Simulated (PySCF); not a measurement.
# B2Cl4 (SMILES ClB(Cl)B(Cl)Cl): levels of theory compared

Wanted: a comparison of 5 runs (HF/STO-3G, HF/def2-SVP, PBE/3-21G, wB97X/cc-pVDZ, MP2/6-31G) of B2Cl4. Input form: a Python script.

The calculation is run with PySCF 2.14.0.

**1. The molecule**

The species is B2Cl4 (6 atoms), meant as a singlet with charge 0. SMILES: `ClB(Cl)B(Cl)Cl`. The shape is that of a PBE0-D4/def2-TZVP optimisation.

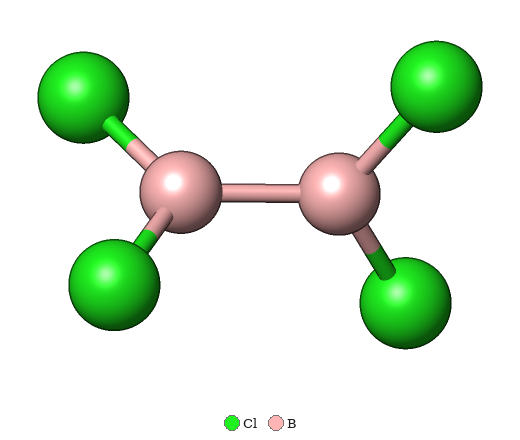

The structure, seen from a chosen angle (chlorine green, boron pink).

**2. Energy and gradient at HF/STO-3G (run 1)**

The input, input.py:

```python
import pyscf.grad
from pyscf import gto

mol = gto.Mole()
mol.atom = [
    ('Cl', (-1.123640, -1.972940, -0.236680)),
    ('B', (-0.193100, -0.677670, 0.461210)),
    ('Cl', (0.337080, -0.788660, 2.115680)),
    ('B', (0.193010, 0.677780, -0.461090)),
    ('Cl', (1.665160, 0.711950, -1.389680)),
    ('Cl', (-0.878510, 2.049540, -0.489430)),
]
mol.basis = 'sto-3g'
mol.verbose = 4
mol.charge = 0
mol.max_memory = 1860
mol.spin = 0
mol.build()

mf = mol.RHF()
mf.conv_tol = 1e-10
mf.kernel()
if not mf.converged:
    mf = mf.newton().run(mf.mo_coeff, mf.mo_occ)

etot = mf.e_tot
print(f'total energy: {etot:.8f} hartree')
grad = mf.Gradients().kernel()
dip = mf.dip_moment()
pop, q = mf.mulliken_pop()
```

Launch:

```bash
$ OMP_NUM_THREADS=1 python input.py
```

The program printed:

```text
PySCF version 2.14.0

[... 58 lines left out ...]
converged SCF energy = -1867.22346402072
total energy: -1867.22346402 hartree
[... 12 lines left out ...]
Dipole moment(X, Y, Z, Debye): -0.00027,  0.00035,  0.00036
[... 53 lines left out ...]
charge of    5Cl =     -0.17455
```

Run time: 5.1 s. Hardware: 1 thread of Intel Xeon at 2.70GHz, shared host; peak memory 0.12 GiB.

**3. Energy and forces at HF/def2-SVP (run 2)**

The input, job.py:

```python
import pyscf.grad
from pyscf import gto, scf

mol = gto.M(
    atom='''
Cl    -2.123372    -3.728316    -0.447260
B     -0.364906    -1.280611     0.871561
Cl     0.636989    -1.490351     3.998056
B      0.364736     1.280819    -0.871334
Cl     3.146696     1.345391    -2.626115
Cl    -1.660143     3.873069    -0.924889
''',
    spin=0,
    max_memory=1860,
    verbose=4,
    basis='def2-svp',
    charge=0,
    unit='bohr',
)

mf = scf.RHF(mol)
mf.conv_tol = 1e-10
mf.kernel()
if not mf.converged:
    mf = mf.newton().run(mf.mo_coeff, mf.mo_occ)

energy = mf.e_tot
print('Final energy', energy)
grad = mf.Gradients().kernel()
dip = mf.dip_moment()
pop, q = mf.mulliken_pop()
```

Launch:

```bash
$ OMP_NUM_THREADS=1 python job.py
```

The program printed:

```text
PySCF version 2.14.0

[... 60 lines left out ...]
converged SCF energy = -1886.91473521409
Final energy -1886.9147352140917
[... 12 lines left out ...]
Dipole moment(X, Y, Z, Debye): -0.00018,  0.00023,  0.00024
[... 107 lines left out ...]
charge of    5Cl =     -0.14616
```

Run time: 14 s. Hardware: 1 thread of Intel Xeon at 2.70GHz, shared host; peak memory 0.21 GiB.

Runs 3 to 4 aren't shown in full; the table further down has their settings and results.

**4. Energy and forces at MP2/6-31G (run 5)**

The input, calc.py:

```python
import pyscf.grad
from pyscf import gto, scf, mp

mol = gto.M(
    atom='''
Cl    -2.123372    -3.728316    -0.447260
B     -0.364906    -1.280611     0.871561
Cl     0.636989    -1.490351     3.998056
B      0.364736     1.280819    -0.871334
Cl     3.146696     1.345391    -2.626115
Cl    -1.660143     3.873069    -0.924889
''',
    max_memory=1860,
    verbose=4,
    unit='bohr',
    spin=0,
    basis='6-31g',
)

mf = scf.RHF(mol)
mf.conv_tol = 1e-10
mf.kernel()
if not mf.converged:
    mf = mf.newton().run(mf.mo_coeff, mf.mo_occ)

pt = mp.MP2(mf, frozen=22).run()
etot = pt.e_tot
print('E = %.10f Eh' % etot)
grad = pt.Gradients().kernel()
mf.analyze()
```

Launch:

```bash
$ OMP_NUM_THREADS=1 python calc.py
```

The program printed:

```text
PySCF version 2.14.0

[... 85 lines left out ...]
DFT Exchange-Correlation Energy =     -118.145123790712887
[... 15 lines left out ...]
MO #14  energy= -8.06148754641713  occ= 2
[... 13 lines left out ...]
MO #28  energy= -0.676582704987983 occ= 2
[... 13 lines left out ...]
MO #42  energy= 0.201017349442205  occ= 0
[... 13 lines left out ...]
MO #56  energy= 0.618945521977528  occ= 0
[... 13 lines left out ...]
MO #70  energy= 1.04128855869387   occ= 0
[... 79 lines left out ...]
Dipole moment(X, Y, Z, Debye): -0.00025,  0.00032,  0.00033
```

It took 32 s on 1 thread of Intel Xeon at 2.70GHz, shared host; peak memory 0.29 GiB.

**5. Overview of the runs**

| run | level | integration grid | frozen core orbitals | energy (Eh) | dipole moment (D) of the reference | HOMO energy (eV) | LUMO energy (eV) | wall time |
| --- | --- | --- | --- | --- | --- | --- | --- | --- |
| 1 | HF/STO-3G | – | – | -1867.223464 | 0.00 | -10.49 | 4.08 | 5.1 s |
| 2 | HF/def2-SVP | – | – | -1886.914735 | 0.00 | -11.59 | 2.08 | 14 s |
| 3 | PBE/3-21G | 5 | – | -1880.640950 | 0.00 | -7.40 | -3.09 | 28 s |
| 4 | wB97X/cc-pVDZ | 5 | – | -1890.660359 | 0.00 | -10.83 | 0.36 | 1.9 min |
| 5 | MP2/6-31G | – | 22 | -1887.606504 | 0.00 | -12.07 | 1.32 | 32 s |

**6. What came out**

| quantity | value |
| --- | --- |
| run 5: total energy | -1887.60650 Eh |
| run 5: dipole moment (Hartree–Fock density) | 0.00 D |
| run 5: HOMO energy (Hartree–Fock orbitals) | -12.07 eV |
| run 5: LUMO energy (Hartree–Fock orbitals) | 1.32 eV |
| run 5: HOMO–LUMO gap (Hartree–Fock orbitals) | 13.39 eV |
| run 5: correlation energy (22 core orbitals frozen) | -271.2 mEh |
| run 5: largest force on an atom | 1.685 eV/Å |

In words: Over runs 1, 2, 3, 4 the HOMO–LUMO gap runs from 4.30 eV (PBE/3-21G) to 14.57 eV (HF/STO-3G). The two ends differ in method and basis. Totals of different functionals can't be ranked against each other. In run 1 the basis is minimal, so the values are rough. All runs together took 3.2 min, the longest 1.9 min.
